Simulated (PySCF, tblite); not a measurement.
**C₇H₁₁AlO₂: geometry, infrared bands and NMR shifts**

Aim: predict the infrared bands and NMR shifts of C₇H₁₁AlO₂ (`C(=[CH]\[Al]1[O]CC[O]1)/C1CC1`).

The runs use tblite 0.8.0 and PySCF 2.14.0, with density-fitted response routines of our own; the level of theory stands in each step. All values are computed, except where a source is named. Atoms count from 0, in the outputs and in this text.

### 1 The starting structure

21 atoms, charge 0, multiplicity 1; geometry from: force field or distance geometry start.

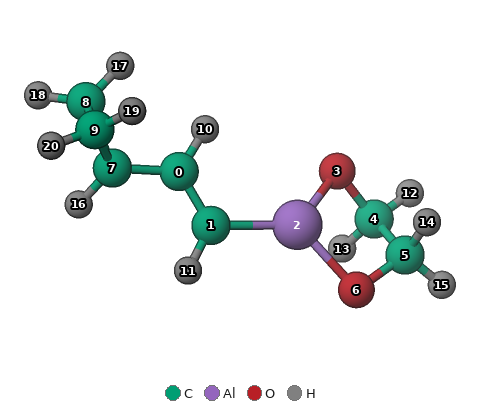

As it starts; carbon teal, aluminium purple, oxygen red, hydrogen grey, atoms numbered.

### 2 Relaxing the molecule with GFN2-xTB

Job settings and geometry (Å):

```
{"job": {"kind": "relax", "xc": "GFN2-xTB", "basis": "xTB"}, "charge": 0, "multiplicity": 1}
C      1.253600    -0.105500     0.207100
C      0.255700    -0.980000     0.145500
Al    -1.525400    -0.352800    -0.244400
O     -2.325800     1.290700     0.160100
C     -3.597800     0.749900     0.502100
C     -3.962100    -0.187800    -0.638200
O     -3.109900    -1.300800    -0.509400
C      2.649800    -0.502100     0.513900
C      3.549900     0.720300     0.675800
C      3.736200    -0.247000    -0.477600
H      0.989900     0.939200     0.019200
H      0.437100    -2.057700     0.335000
H     -4.277200     1.616900     0.519500
H     -3.498100     0.232300     1.478400
H     -3.809600     0.303400    -1.627500
H     -5.025600    -0.439400    -0.518300
H      2.821100    -1.237400     1.341800
H      3.067800     1.693100     0.460600
H      4.290700     0.750600     1.479800
H      3.475100     0.066700    -1.500800
H      4.595800    -0.935800    -0.382100
```

Launch:

```
OMP_NUM_THREADS=1 python probes_run.py task.json out
```

The driver reads the jobs from task.json and runs them one after another.

**Question.** This job is followed by: GFN2-xTB harmonic vibrations, gas phase; GIAO PBE0/pcSseg-1 NMR shielding, non-relativistic, gas phase. Predict these results of the whole session: strongest single infrared mode (GFN2-xTB); zero-point energy (GFN2-xTB); 13C shifts against TMS (PBE0/pcSseg-1, means over atoms taken as alike); 1H shifts against TMS (PBE0/pcSseg-1, means over atoms taken as alike); 27Al shifts against AlH4- (PBE0/pcSseg-1); 17O shifts against H2O (PBE0/pcSseg-1, means over atoms taken as alike); surface potential, least and greatest.

**Answer**, as computed:

| quantity | value |
| --- | --- |
| strongest single infrared mode (GFN2-xTB) | 821 cm⁻¹, 206 km/mol |
| zero-point energy (GFN2-xTB) | 103.7 kcal/mol |
| 13C shifts against TMS (PBE0/pcSseg-1, means over atoms taken as alike) | 176.6, 119.4, 67.1, 24.9, 10.7 ppm |
| 1H shifts against TMS (PBE0/pcSseg-1, means over atoms taken as alike) | 6.19, 5.94, 4.30, 1.52, 0.89, 0.52 ppm |
| 27Al shifts against AlH4- (PBE0/pcSseg-1) | 75.8 ppm |
| 17O shifts against H2O (PBE0/pcSseg-1, means over atoms taken as alike) | 39.3 ppm |
| surface potential, least and greatest | -1.74 V and 2.04 V |

**Reading.** Relaxing lowered the energy by 1.276 eV in 158 steps; the close pair that moved most is Al2–O3, from 1.872 to 1.709 Å. All 57 modes are real, so the xTB geometry is a minimum. The strongest single mode, at 821 cm⁻¹, is carried by Al2, C1, O3. Unscaled tight-binding wavenumbers are off by several per cent, some by more. Its intensities can rank the bands wrongly. At PBE0/pcSseg-1: The largest span, 264 ppm, is at C0, where the paramagnetic term is -245 ppm. By nearest atom (PBE0/pcSseg-1), the HOMO sits on O3, O6 about 31 % each; 4 H atoms about 7 % each and the LUMO on C0 27 %; Al2 24 %.
